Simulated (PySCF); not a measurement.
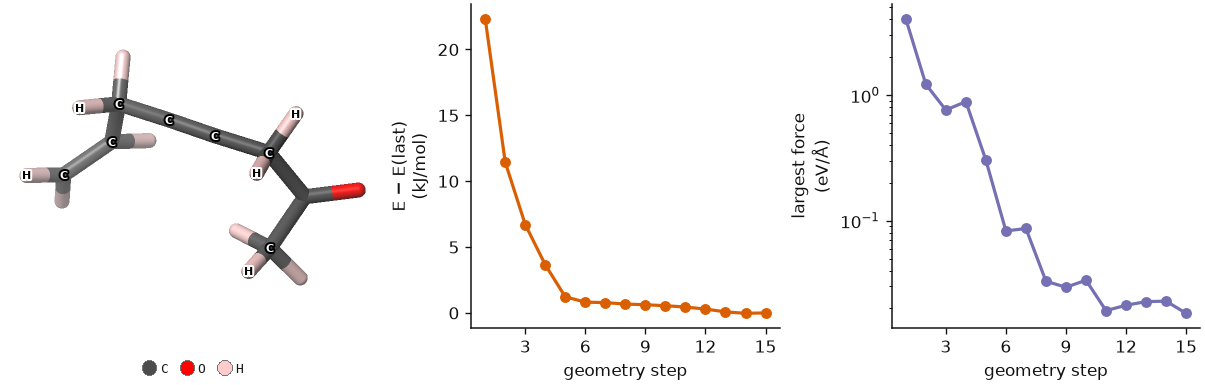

Beside the plot: the molecule at the start.

History of a geometry optimisation.

C8H10O (SMILES C=CCC#CCC(C)=O); PBE0-D3(BJ)/def2-SVP, geometry optimisation in PySCF 2.14.0, density fitting.

**How did the optimisation end?**

The optimisation met its thresholds at geometry 15, counting the start as the first. The energy fell by about 22 kJ/mol from the first step to the last. The largest force goes from about 4 eV/Å at the start to 0.018 eV/Å at the end.

**By which step was nine tenths of the energy gained?**

By step 5 of 15.
